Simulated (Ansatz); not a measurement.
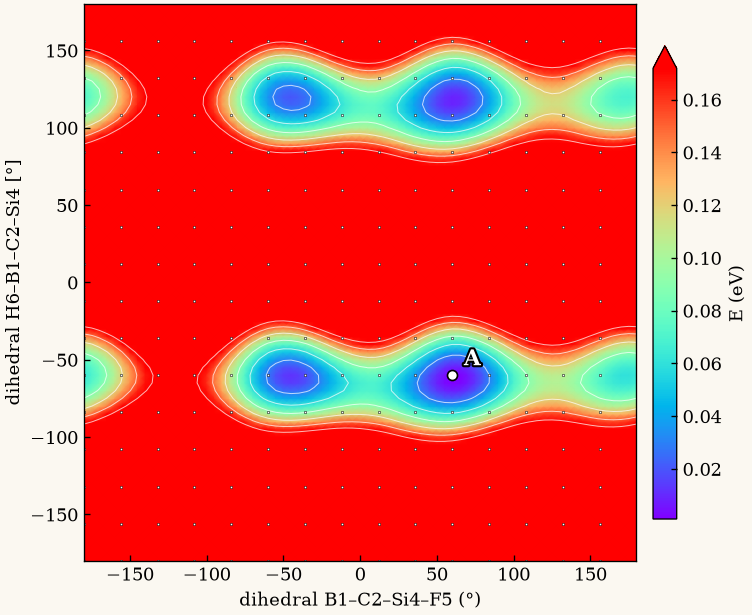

CH₅BF₂Si, SMILES BC(F)[SiH2]F. Coordinates scanned: (1) dihedral B1–C2–Si4–F5; (2) dihedral H6–B1–C2–Si4. Nothing is relaxed (all other coordinates rigid). Grid: 15 × 15 points. Energies are in eV, from the relaxed molecule at the same level. Theory: RHF/def2-SVP (Ansatz 0.2.0).

In the figure: a smooth colour map with a few white contour lines, dots at the grid points, one colour for all values above the top of the scale, the point A. Between grid points the surface is interpolated.

Q: Find the lowest pass out of the well at A.

A: The easiest path leads from the well at dihedral B1–C2–Si4–F5 = 60°, dihedral H6–B1–C2–Si4 = −60° to the well at about dihedral B1–C2–Si4–F5 = −45°, dihedral H6–B1–C2–Si4 = −60°, about 0.011 eV higher (on a rigid scan; wells that are mirror images or exchange like atoms can differ by this much). Its highest point lies about 0.068 eV above the bottom of the first well on the interpolated surface, at about dihedral B1–C2–Si4–F5 = 5°, dihedral H6–B1–C2–Si4 = −65°. Seen from the upper well the barrier is about 0.057 eV. The start is the relaxed structure and all else is held, so a fully relaxed path at this level can only be lower.

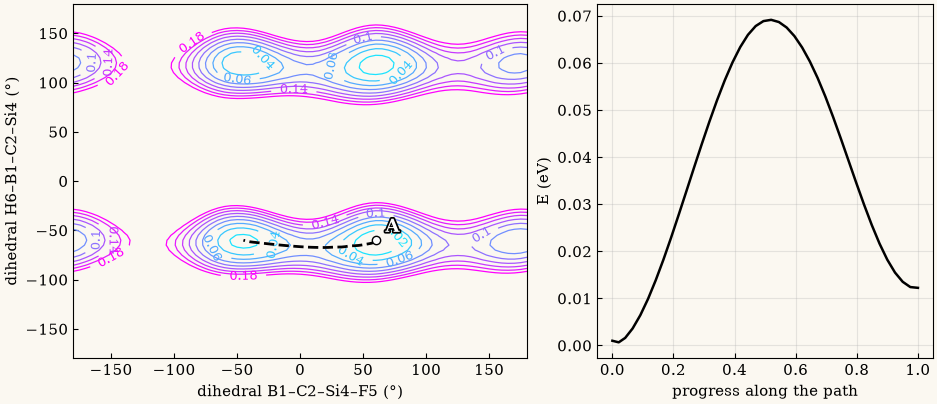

The picture shows contour lines labelled in eV (none above 0.18), a line along the lowest path, the energy along the path at the right. Between grid points the surface is interpolated.
